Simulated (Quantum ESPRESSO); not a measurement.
## In2Ni3S2: parallel and opposed starts

Wanted: the moments of In2Ni3S2 and the energy of each order that was tried.

Calculated with Quantum ESPRESSO 7.5; PBEsol; plane waves with GBRV 1.5 PBEsol potentials, no spin-orbit coupling.

### Step 1. The structure

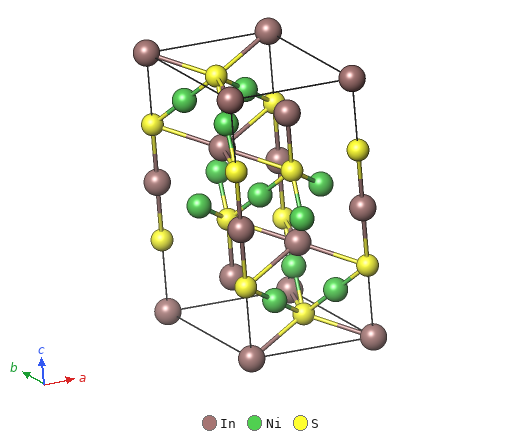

Start, viewed from a free direction; indium brown, nickel green, sulfur yellow. This picture shows the conventional cell, with its axes. Bonds to atoms that aren't drawn are left out. Some periodic images of atoms are drawn too.

As a file:

```cif
data_structure
_symmetry_space_group_name_H-M 'R-3m:H'
_symmetry_Int_Tables_number 166
_cell_length_a 5.3777
_cell_length_b 5.3777
_cell_length_c 13.4821
_cell_angle_alpha 90.000
_cell_angle_beta 90.000
_cell_angle_gamma 120.000
_cell_volume 337.66
loop_
_atom_site_label
_atom_site_type_symbol
_atom_site_symmetry_multiplicity
_atom_site_Wyckoff_symbol
_atom_site_fract_x
_atom_site_fract_y
_atom_site_fract_z
_atom_site_occupancy
In1 In 3 b 0.66667 0.33333 0.83333 1
In2 In 3 a 0.00000 0.00000 0.00000 1
Ni1 Ni 9 d 0.66667 0.83333 0.83333 1
S1 S 6 c 0.00000 0.00000 0.72308 1
```

The cell comes from Materials Project 2023-11-01, a database of computed structures, and need not be the stable phase.

### Step 2. Start 1: ferro +++

The signs are those of the starting moments on the seeded atoms, the atoms that are given a moment.

The input, pw.in:

```
&CONTROL
  calculation = 'scf'
  prefix = 'pwscf'
  outdir = './tmp'
  pseudo_dir = './pseudo'
  disk_io = 'nowf'
/
&SYSTEM
  ibrav = 0
  celldm(1) = 8
  nat = 7
  ntyp = 3
  ecutwfc = 40
  ecutrho = 280
  nbnd = 60
  occupations = 'smearing'
  smearing = 'fd'
  degauss = 0.00734986
  nspin = 2
  starting_magnetization(1) = 0
  starting_magnetization(2) = 0.0556
  starting_magnetization(3) = 0
/
&ELECTRONS
  conv_thr = 1.4d-08
  electron_maxstep = 150
  mixing_beta = 0.3
/
ATOMIC_SPECIES
In    114.8180 in_pbesol_v1.4.uspp.F.UPF
Ni     58.6934 ni_pbesol_v1.4.uspp.F.UPF
S      32.0600 s_pbesol_v1.4.uspp.F.UPF
CELL_PARAMETERS alat
   0.6351469175401    0.3667022438124    1.0615618032122
  -0.6351469175401    0.3667022438124    1.0615618032122
   0.0000000000000   -0.7334044876484    1.0615618032122
ATOMIC_POSITIONS crystal
In      0.5000000000    0.5000000000    0.5000000000
In      0.0000000000    0.0000000000    0.0000000000
Ni      0.5000000000    0.0000000000    0.0000000000
Ni      0.0000000000    0.5000000000    0.0000000000
Ni      0.0000000000    0.0000000000    0.5000000000
S       0.7230808100    0.7230808100    0.7230808100
S       0.2769191900    0.2769191900    0.2769191900
K_POINTS automatic
8 8 8 0 0 0
```

The run is started by

```sh
OMP_NUM_THREADS=1 mpirun -n 4 pw.x -nk 4 -in pw.in > pw.out
```

Output:

```text
Program PWSCF v.7.5 starts

     Message from routine setup:
     using ibrav=0 with symmetry is DISCOURAGED, use correct ibrav instead

     K-points division:     npool     =       4
     Subspace diagonalization in iterative solution of the eigenvalue problem:

     G-vector sticks info
     --------------------
     sticks:   dense  smooth     PW     G-vecs:    dense   smooth      PW
     Sum        2041    1161    357                60111    26009    4351

     Using Slab Decomposition

     bravais-lattice index     =            0
     lattice parameter (alat)  =       8.0000  a.u.
     unit-cell volume          =     759.5463 (a.u.)^3
     number of atoms/cell      =            7
     number of atomic types    =            3
     number of electrons       =        92.00
     number of Kohn-Sham states=           60
     kinetic-energy cutoff     =      40.0000  Ry
     charge density cutoff     =     280.0000  Ry
     scf convergence threshold =      1.4E-08
     mixing beta               =       0.3000
     number of iterations used =            8  plain     mixing
     Exchange-correlation= SLA  PW   PSX  PSC
                           (   1   4  10   8   0   0   0)

     celldm(1)=   8.000000  celldm(2)=   0.000000  celldm(3)=   0.000000
     celldm(4)=   0.000000  celldm(5)=   0.000000  celldm(6)=   0.000000

     crystal axes: (cart. coord. in units of alat)
               a(1) = (   0.635147   0.366702   1.061562 )
               a(2) = (  -0.635147   0.366702   1.061562 )
               a(3) = (   0.000000  -0.733404   1.061562 )

     reciprocal axes: (cart. coord. in units 2 pi/alat)
               b(1) = (  0.787219  0.454501  0.314003 )
               b(2) = ( -0.787219  0.454501  0.314003 )
               b(3) = (  0.000000 -0.909003  0.314003 )

     PseudoPot. # 1 for In read from file:
     in_pbesol_v1.4.uspp.F.UPF
     Pseudo is Ultrasoft + core correction, Zval = 13.0
     Generated by new atomic code, or converted to UPF format
     Using radial grid of  889 points,  6 beta functions with:
                l(1) =   0
                l(2) =   0
                l(3) =   1
                l(4) =   1
                l(5) =   2
                l(6) =   2
     Q(r) pseudized with  6 coefficients,  rinner =    1.400   1.400   1.400
                                                       1.400   1.400

     PseudoPot. # 2 for Ni read from file:
     ni_pbesol_v1.4.uspp.F.UPF
     Pseudo is Ultrasoft + core correction, Zval = 18.0
     Generated by new atomic code, or converted to UPF format
     Using radial grid of  865 points,  6 beta functions with:
                l(1) =   0
                l(2) =   0
                l(3) =   1
                l(4) =   1
                l(5) =   2
                l(6) =   2
     Q(r) pseudized with 10 coefficients,  rinner =    0.980   0.980   0.980
                                                       0.980   0.980

     PseudoPot. # 3 for S  read from file:
     s_pbesol_v1.4.uspp.F.UPF
     Pseudo is Ultrasoft + core correction, Zval =  6.0
     Generated by new atomic code, or converted to UPF format
     Using radial grid of  907 points,  6 beta functions with:
                l(1) =   0
                l(2) =   0
                l(3) =   1
                l(4) =   1
                l(5) =   2
                l(6) =   2
     Q(r) pseudized with  8 coefficients,  rinner =    1.300   1.300   1.300
                                                       1.300   1.300

     atomic species   valence    mass     pseudopotential
     In               13.00   114.81800     In( 1.00)
     Ni               18.00    58.69340     Ni( 1.00)
     S                 6.00    32.06000     S ( 1.00)

     Starting magnetic structure
     atomic species   magnetization
     In              0.000
     Ni              0.056
     S               0.000

     12 Sym. Ops., with inversion, found

   Cartesian axes

     site n.     atom                  positions (alat units)
         1        In     tau(   1) = (   0.0000000  -0.0000000   1.5923427  )
         2        In     tau(   2) = (   0.0000000   0.0000000   0.0000000  )
         3        Ni     tau(   3) = (   0.3175735   0.1833511   0.5307809  )
         4        Ni     tau(   4) = (  -0.3175735   0.1833511   0.5307809  )
         5        Ni     tau(   5) = (   0.0000000  -0.3667022   0.5307809  )
         6        S      tau(   6) = (   0.0000000  -0.0000000   2.3027849  )
         7        S      tau(   7) = (   0.0000000  -0.0000000   0.8819005  )

     number of k points=    65  Fermi-Dirac smearing, width (Ry)=  0.0073
                       cart. coord. in units 2pi/alat
        k(    1) = (   0.0000000   0.0000000   0.0000000), wk =   0.0019531
        k(    2) = (   0.0000000  -0.1136253   0.0392503), wk =   0.0117188
        k(    3) = (   0.0000000  -0.2272507   0.0785007), wk =   0.0117188
        k(    4) = (   0.0000000  -0.3408760   0.1177510), wk =   0.0117188
        k(    5) = (  -0.0000000   0.4545014  -0.1570014), wk =   0.0058594
        [... 60 further k-points ...]

     Dense  grid:    60111 G-vectors     FFT dimensions: (  60,  60,  60)

     Smooth grid:    26009 G-vectors     FFT dimensions: (  45,  45,  45)

     Check: negative core charge=   -0.000006
     Generating pointlists ...
     new r_m :   0.2620 (alat units)  2.0960 (a.u.) for type    1
     new r_m :   0.2094 (alat units)  1.6754 (a.u.) for type    2
     new r_m :   0.2094 (alat units)  1.6754 (a.u.) for type    3

     Initial potential from superposition of free atoms

     starting charge      82.9999, renormalised to      92.0000
     Starting wfcs are   65 randomized atomic wfcs

     Self-consistent Calculation

     iteration #  1     ecut=    40.00 Ry     beta= 0.30
     Davidson diagonalization with overlap
     ethr =  1.00E-02,  avg # of iterations =  7.8

     total energy              =   -1288.90847092 Ry
     estimated scf accuracy    <     181.57630977 Ry

     total magnetization       =     0.32 Bohr mag/cell
     absolute magnetization    =     0.34 Bohr mag/cell

     iteration #  2     ecut=    40.00 Ry     beta= 0.30
     Davidson diagonalization with overlap
     ethr =  1.00E-02,  avg # of iterations =  4.1

     total energy              =   -1341.60961195 Ry
     estimated scf accuracy    <      72.50308518 Ry

     total magnetization       =     0.13 Bohr mag/cell
     absolute magnetization    =     0.16 Bohr mag/cell

     iteration #  3     ecut=    40.00 Ry     beta= 0.30
     Davidson diagonalization with overlap
     ethr =  1.00E-02,  avg # of iterations =  2.1

     total energy              =   -1341.03186670 Ry
     estimated scf accuracy    <      12.43010992 Ry

     total magnetization       =     0.06 Bohr mag/cell
     absolute magnetization    =     0.23 Bohr mag/cell

     [... further iterations left out ...]

     iteration # 14     ecut=    40.00 Ry     beta= 0.30
     Davidson diagonalization with overlap
     ethr =  2.32E-08,  avg # of iterations =  2.0

     total energy              =   -1343.88942258 Ry
     estimated scf accuracy    <       0.00000184 Ry

     total magnetization       =     0.00 Bohr mag/cell
     absolute magnetization    =     0.01 Bohr mag/cell

     iteration # 15     ecut=    40.00 Ry     beta= 0.30
     Davidson diagonalization with overlap
     ethr =  2.00E-09,  avg # of iterations =  2.8

     total energy              =   -1343.88942353 Ry
     estimated scf accuracy    <       0.00000085 Ry

     total magnetization       =     0.00 Bohr mag/cell
     absolute magnetization    =     0.00 Bohr mag/cell

     iteration # 16     ecut=    40.00 Ry     beta= 0.30
     Davidson diagonalization with overlap
     ethr =  9.29E-10,  avg # of iterations =  1.5

     total energy              =   -1343.88942368 Ry
     estimated scf accuracy    <       0.00000004 Ry

     total magnetization       =     0.00 Bohr mag/cell
     absolute magnetization    =     0.00 Bohr mag/cell

     iteration # 17     ecut=    40.00 Ry     beta= 0.30
     Davidson diagonalization with overlap
     ethr =  4.65E-11,  avg # of iterations =  4.5

     Magnetic moment per site  (integrated on atomic sphere of radius R)
     atom   1 (R=0.262)  charge= 10.6977  magn=  0.0000
     atom   2 (R=0.262)  charge= 10.6641  magn= -0.0000
     atom   3 (R=0.209)  charge= 15.9831  magn=  0.0001
     atom   4 (R=0.209)  charge= 15.9831  magn=  0.0001
     atom   5 (R=0.209)  charge= 15.9831  magn=  0.0001
     atom   6 (R=0.209)  charge=  3.3667  magn=  0.0000
     atom   7 (R=0.209)  charge=  3.3667  magn=  0.0000

     End of self-consistent calculation

     Number of k-points >= 100: set verbosity='high' to print the bands.

     the Fermi energy is    12.5580 ev

!    total energy              =   -1343.88942380 Ry
     estimated scf accuracy    <          4.2E-09 Ry
     smearing contrib. (-TS)   =      -0.00785468 Ry
     internal energy E=F+TS    =   -1343.88156911 Ry

     The total energy is F=E-TS. E is the sum of the following terms:
     one-electron contribution =    -953.36623275 Ry
     hartree contribution      =     533.09743497 Ry
     xc contribution           =    -197.46018148 Ry
     ewald contribution        =    -726.15258985 Ry

     total magnetization       =     0.00 Bohr mag/cell
     absolute magnetization    =     0.00 Bohr mag/cell

     convergence has been achieved in  17 iterations

=------------------------------------------------------------------------------=
   JOB DONE.
=------------------------------------------------------------------------------=
```

Run time: 13 min. Hardware: 4 MPI ranks of Intel Xeon at 2.50GHz (Skylake/Cascade Lake), shared host; peak memory 1 GiB; 45 min of CPU time.

Spin moment in the atom's sphere by atom:

| atom | spin moment in the atom's sphere (μB) |
| --- | --- |
| In1 | 0.0000 |
| In2 | 0.0000 |
| Ni3 | 0.0001 |
| Ni4 | 0.0001 |
| Ni5 | 0.0001 |
| S6 | 0.0000 |
| S7 | 0.0000 |

This step gave:

```
smearing term TS       : 0.1069 eV
magnetization          : 0 μB
absolute magnetization : 0 μB
final state            : non-magnetic
```

(Part 1 of 2 ends here.)

[Logs and program files are shortened in this print: banners, set-up blocks, solver, clock and traceback lines can be left out without a mark of their own.]

[Logs are printed without paths, hosts, clocks, repeated set-up lines and the standing remarks that a program may print on its own settings, such as how far it seeks lower states.]

[Hosts, paths, dates, database ids (printed as entryN), source tags and the programs' standing remarks are cut or masked in the printed files.]

[Where a cell is said to come from a database of computed structures, the database is the Materials Project.]
